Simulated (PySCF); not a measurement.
# CH5Al (SMILES [H][Al]([H])[CH3]) at 3 levels

Wanted: a comparison of 3 runs (CCSDT/STO-3G, CISD/STO-3G, CCSD(T)/STO-3G) of CH5Al. 

The results are computed with PySCF 2.14.0.

### Step 1. The molecule

The species is CH5Al (7 atoms), typed as a singlet with charge 0. SMILES: `[H][Al]([H])[CH3]`. The start is not the relaxed shape.

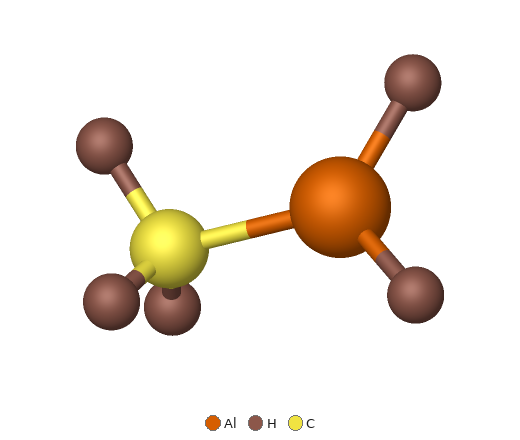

The structure, seen from a chosen angle (aluminium orange, hydrogen brown, carbon yellow).

### Step 2. The energy at CCSDT/STO-3G (run 1)

Input file input.xyz:

```xyz
7
CH5Al
Al     0.734696     0.905133    -0.085143
H      2.282066     1.009883    -0.042833
H      0.045376     2.294763    -0.115123
C     -0.254344    -0.815387    -0.085053
H     -0.376154    -1.244687    -1.087403
H     -1.469240    -0.690290     0.408830
H      0.252346    -1.584487     0.512897
```

Input file input.py:

```python
from pyscf import gto, cc

system = gto.Mole()
system.atom = 'input.xyz'
system.spin = 0
system.max_memory = 1860
system.verbose = 3
system.basis = 'sto-3g'
system.build()

mf = system.RHF()
mf.conv_tol = 1e-10
mf.kernel()
if not mf.converged:
    mf = mf.newton().run(mf.mo_coeff, mf.mo_occ)

mycc = cc.CCSDT(mf, frozen=6)
mycc.kernel()
e_tot = mycc.e_tot
print('Final energy', e_tot)
```

On the command line:

```
$ OMP_NUM_THREADS=1 python input.py
```

Standard output:

```text
converged SCF energy = -279.288267038399
_make_eris_incore_RCCSDT

WARN: A large `blksize` is being used, which may cause large memory consumption
      for storing contraction intermediates. If memory is sufficient, consider using
      `pyscf.cc.rccsdt_highm.RCCSDT` instead.

WARN: A large `blksize_oovv` is being used, which may cause large memory consumption
      for storing contraction intermediates. If memory is sufficient, consider using
      `pyscf.cc.rccsdt_highm.RCCSDT` instead.

WARN: A large `blksize_oooo` is being used, which may cause large memory consumption
      for storing contraction intermediates. If memory is sufficient, consider using
      `pyscf.cc.rccsdt_highm.RCCSDT` instead.

RCCSDT converged
E(RCCSDT) = -279.417017237134   E_corr = -0.1287501987351476
E_corr(same-spin) = -0.00517689495838365
E_corr(oppo-spin) = -0.123573303776764
Final energy -279.41701723713396
```

Wall time 1.3 s (1 thread of Intel Xeon Platinum 8488C (Sapphire Rapids), shared host); peak memory 0.12 GiB.

### Step 3. A single-point energy at CISD/STO-3G (run 2)

Input file job.py:

```python
from pyscf import gto, ci

mol = gto.M(
    atom='''
Al     1.388374     1.710453    -0.160897
H      4.312480     1.908402    -0.080943
H      0.085748     4.336474    -0.217551
C     -0.480641    -1.540858    -0.160727
H     -0.710828    -2.352118    -2.054894
H     -2.776461    -1.304459     0.772577
H      0.476865    -2.994246     0.969235
''',
    spin=0,
    basis='sto-3g',
    verbose=4,
    unit='bohr',
    max_memory=1860,
)

mf = mol.RHF()
mf.conv_tol = 1e-10
mf.kernel()
if not mf.converged:
    mf = mf.newton().run(mf.mo_coeff, mf.mo_occ)

cisd = ci.CISD(mf, frozen=6)
cisd.kernel()
e_final = cisd.e_tot
print(f'total energy: {e_final:.8f} hartree')
```

On the command line:

```
$ OMP_NUM_THREADS=1 python job.py
```

Standard output:

```text
PySCF version 2.14.0

[INPUT] num. atoms = 7
[INPUT] num. electrons = 24
[INPUT] charge = 0
[INPUT] spin (= nelec alpha-beta = 2S) = 0
[INPUT] symmetry False subgroup None
[INPUT] Mole.unit = bohr
[INPUT] Symbol           X                Y                Z      unit          X                Y                Z       unit  Magmom
[INPUT]  1 Al     0.734695881034   0.905132747950  -0.085143025705 AA    1.388374000000   1.710453000000  -0.160897000000 Bohr   0.0
[INPUT]  2 H      2.282066138548   1.009882847674  -0.042833190983 AA    4.312480000000   1.908402000000  -0.080943000000 Bohr   0.0
[INPUT]  3 H      0.045375887482   2.294763216547  -0.115123031413 AA    0.085748000000   4.336474000000  -0.217551000000 Bohr   0.0
[INPUT]  4 C     -0.254344263834  -0.815386938864  -0.085053065580 AA   -0.480641000000  -1.540858000000  -0.160727000000 Bohr   0.0
[INPUT]  5 H     -0.376153978484  -1.244687242995  -1.087403075656 AA   -0.710828000000  -2.352118000000  -2.054894000000 Bohr   0.0
[INPUT]  6 H     -1.469239888208  -0.690289975379   0.408830142081 AA   -2.776461000000  -1.304459000000   0.772577000000 Bohr   0.0
[INPUT]  7 H      0.252346090685  -1.584486747088   0.512897074026 AA    0.476865000000  -2.994246000000   0.969235000000 Bohr   0.0

nuclear repulsion = 49.5671251949697
number of shells = 13
number of NR pGTOs = 57
number of NR cGTOs = 19
basis = sto-3g
ecp = {}

******** <class 'pyscf.scf.hf.RHF'> ********
method = RHF
initial guess = minao
damping factor = 0
level_shift factor = 0
DIIS = <class 'pyscf.scf.diis.CDIIS'>
diis_start_cycle = 1
diis_space = 8
diis_damp = 0
SCF conv_tol = 1e-10
SCF conv_tol_grad = None
SCF max_cycles = 50
direct_scf = True
direct_scf_tol = 1e-13
Set gradient conv threshold to 1e-05
Initial guess from minao.
init E= -278.684744560359
  HOMO = -0.274170110117653  LUMO = 0.209482804340856  gap/eV = 13.16087
cycle= 1 E= -279.270225780537  delta_E= -0.585  |g|= 0.186  |ddm|= 2.64
  HOMO = -0.314142583588472  LUMO = 0.31713821016247  gap/eV = 17.17803
cycle= 2 E= -279.286935450178  delta_E= -0.0167  |g|= 0.0473  |ddm|= 0.354
  HOMO = -0.329139172582355  LUMO = 0.324335577885484  gap/eV = 17.78195
cycle= 3 E= -279.28816605938  delta_E= -0.00123  |g|= 0.0151  |ddm|= 0.101
  HOMO = -0.32838945797468  LUMO = 0.324322553000484  gap/eV = 17.76120
cycle= 4 E= -279.288266375477  delta_E= -0.0001  |g|= 0.00107  |ddm|= 0.0297
  HOMO = -0.328932295700409  LUMO = 0.323507266024159  gap/eV = 17.75378
cycle= 5 E= -279.28826701106  delta_E= -6.36e-07  |g|= 0.000259  |ddm|= 0.00208
  HOMO = -0.328935893024967  LUMO = 0.323484225766511  gap/eV = 17.75326
cycle= 6 E= -279.288267059595  delta_E= -4.85e-08  |g|= 4.55e-05  |ddm|= 0.000615
  HOMO = -0.328939266044821  LUMO = 0.323485967283695  gap/eV = 17.75339
cycle= 7 E= -279.288267061321  delta_E= -1.73e-09  |g|= 4.89e-06  |ddm|= 0.000131
  HOMO = -0.328939707945407  LUMO = 0.323484984123402  gap/eV = 17.75338
cycle= 8 E= -279.28826706134  delta_E= -1.87e-11  |g|= 6.95e-07  |ddm|= 1.29e-05
  HOMO = -0.32893974377547  LUMO = 0.323485018659668  gap/eV = 17.75338
Extra cycle  E= -279.28826706134  delta_E= -3.41e-13  |g|= 2.51e-07  |ddm|= 1.3e-06
converged SCF energy = -279.28826706134

******** <class 'pyscf.ci.cisd.RCISD'> ********
CISD nocc = 6, nmo = 13
frozen orbitals 6
max_cycle = 50
direct = 0
conv_tol = 1e-09
max_cycle = 50
max_space = 12
lindep = 0
nroots = 1
Init t2, MP2 energy = -0.0921128367606581
RCISD converged
E(RCISD) = -279.4080915134797  E_corr = -0.1198244521394298
total energy: -279.40809151 hartree
```

Run time: 1 s. Hardware: 1 thread of Intel Xeon Platinum 8488C (Sapphire Rapids), shared host; peak memory 0.12 GiB.

### Step 4. A single-point energy at CCSD(T)/STO-3G (run 3)

Input file run.py:

```python
from pyscf import gto, cc

mol = gto.M(
    atom='''
Al     1.388374     1.710453    -0.160897
H      4.312480     1.908402    -0.080943
H      0.085748     4.336474    -0.217551
C     -0.480641    -1.540858    -0.160727
H     -0.710828    -2.352118    -2.054894
H     -2.776461    -1.304459     0.772577
H      0.476865    -2.994246     0.969235
''',
    verbose=3,
    max_memory=1860,
    charge=0,
    unit='bohr',
    basis='sto-3g',
)

mf = mol.RHF()
mf.conv_tol = 1e-10
mf.kernel()
if not mf.converged:
    mf = mf.newton().run(mf.mo_coeff, mf.mo_occ)

mycc = cc.CCSD(mf, frozen=6)
mycc.kernel()
e_t = mycc.ccsd_t()
energy = mycc.e_tot + e_t
print('Final energy', energy)
```

On the command line:

```
$ OMP_NUM_THREADS=1 python run.py
```

Standard output:

```text
converged SCF energy = -279.28826706134
E(CCSD) = -279.415850918102  E_corr = -0.127583856761622
CCSD(T) correction = -0.000871520548364397
Final energy -279.4167224386503
```

It took 0.93 s on 1 thread of Intel Xeon Platinum 8488C (Sapphire Rapids), shared host; peak memory 0.12 GiB.

### Step 5. All runs side by side

```csv
run,level,energy (Eh),dipole moment (D) of the reference,HOMO energy (eV),LUMO energy (eV),wall time
1,CCSDT/STO-3G,-279.417017,0.18,-8.95,8.80,1.3 s
2,CISD/STO-3G,-279.408092,0.18,-8.95,8.80,1 s
3,CCSD(T)/STO-3G,-279.416722,0.18,-8.95,8.80,0.93 s
```

### Step 6. Outcome

| quantity | value |
| --- | --- |
| run 3: total energy | -279.41672 Eh |
| run 3: dipole moment (Hartree–Fock density) | 0.18 D |
| run 3: HOMO energy (Hartree–Fock orbitals) | -8.95 eV |
| run 3: LUMO energy (Hartree–Fock orbitals) | 8.80 eV |
| run 3: HOMO–LUMO gap (Hartree–Fock orbitals) | 17.75 eV |
| run 3: correlation energy (6 core orbitals frozen) | -128.5 mEh |
| run 3: (T) correction | -0.87 mEh |
| run 3: T1 diagnostic | 0.006 |

In words: All runs together took 3.2 s, the longest 1.3 s.
